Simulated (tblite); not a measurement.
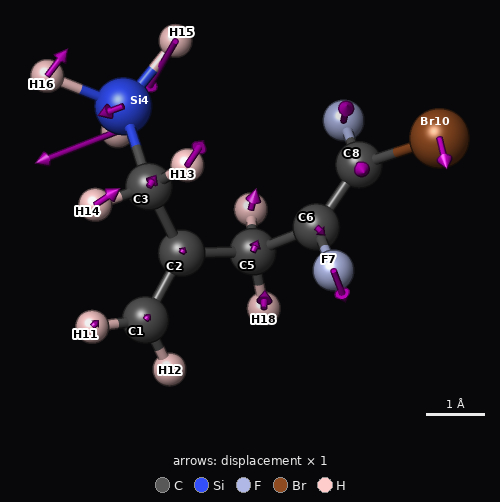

This is a relaxation of C$_{6}$H$_{9}$BrF$_{2}$Si. The starting structure is drawn; purple arrows show the displacements, at their true length. The two geometries are superimposed by the best rigid fit.

Style: ball-and-stick. Shown face on.

These are results of GFN2-xTB geometry optimisation, gas phase in tblite 0.8.0, not measurements. 

### Atoms of which element are displaced furthest, and by how much?

Hydrogen: up to 1.75 Å, against 1.12 Å for fluorine.

### Describe the change and its energy.

The energy falls by 0.445 eV in 189 geometry steps. The atom that moves furthest after the best rigid fit is an H atom (1.75 Å). By element the largest moves are H 1.75 Å, F 1.12 Å, Br 0.75 Å, C 0.55 Å, Si 0.53 Å. Some distances before and after: C–C 1.471 → 1.516 Å, C–Si 1.871 → 1.914 Å, C–F 1.372 → 1.338 Å, Br–C 1.921 → 1.887 Å. Bond angles that change, for instance: C–C–C 124.7° → 115.6°, F–C–Br 121.3° → 113.4°, C–C–C 117.5° → 123.6°. Groups turn about C–Si by about 40°, C–C by about 25°.
